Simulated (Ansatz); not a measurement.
TiO$_{2}$ (rutile)

```xyz
6
Lattice="4.6435 0.0000 0.0000 0.0000 4.6435 0.0000 0.0000 0.0000 2.9637" Properties=species:S:1:pos:R:3 pbc="T T T"
Ti     0.0000     0.0000     0.0000
Ti     2.3218     2.3218     1.4819
O      1.4168     1.4168     0.0000
O      3.7386     0.9049     1.4819
O      0.9049     3.7386     1.4819
O      3.2267     3.2267     0.0000
```

The volume is varied about the relaxed value V₀ at fixed cell shape. The atoms relax within the cell's symmetry.

Computed with PBE (plane waves to 420 eV, PAW, scalar-relativistic; Ansatz, a first-principles code). k mesh 7×7×11 (Γ-centred), Fermi-Dirac smearing 0.05 eV. Energies are smeared free energies. With the shape held, the modulus is that of even scaling; a crystal free to change shape is softer. The PAW data are Ansatz's earlier set. TiO2 is run without spin polarisation. TiO2 was relaxed with its symmetry unable to fall. The zero of ΔE is the relaxed starting cell.

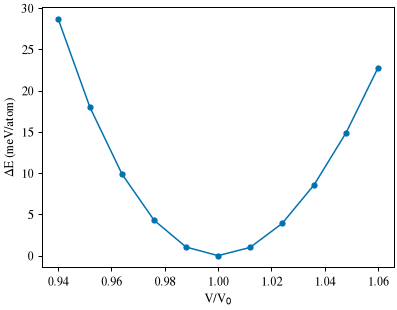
Figure: ΔE (meV/atom) against V/V₀; one marker a computed point.

**Question.** What bulk modulus at fixed cell shape B₀ follows from a third-order Birch-Murnaghan fit?

**Answer.** About 210 GPa.

**Question.** What is ΔE at V/V₀ = 1.060?

**Answer.** About 23 meV/atom.

**Question.** What is ΔE at V/V₀ = 0.940?

**Answer.** About 29 meV/atom.

(A scan under strain: stresses follow from slopes of the energy per volume, elastic moduli from its curvatures.)
